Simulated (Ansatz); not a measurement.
The starting structures come from a database of crystals and need not be the phases stable at ambient conditions.

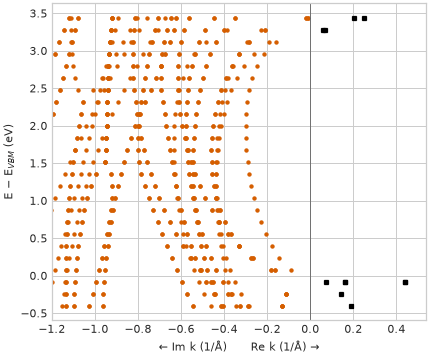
Figure. Complex bands at the centre of the two-dimensional zone; Ansatz (a quantum-chemistry and plane-wave program) with r2SCAN

No gap correction and no spin-orbit coupling; mid-gap values are interpolated between computed energies.

Q: This is Y2Ti2O7 (Fd-3m, not sure to be the ambient phase, 22 atoms a cell, 11.7 Å³ an atom) along the normal of (001). Read off the slowest decay at the centre of the two-dimensional zone at 1.68 eV, the computed energy nearest the middle of the gap.

A: κ ≈ 0.30 1/Å, a decay length 1/(2κ) of the density of 1.7 Å.
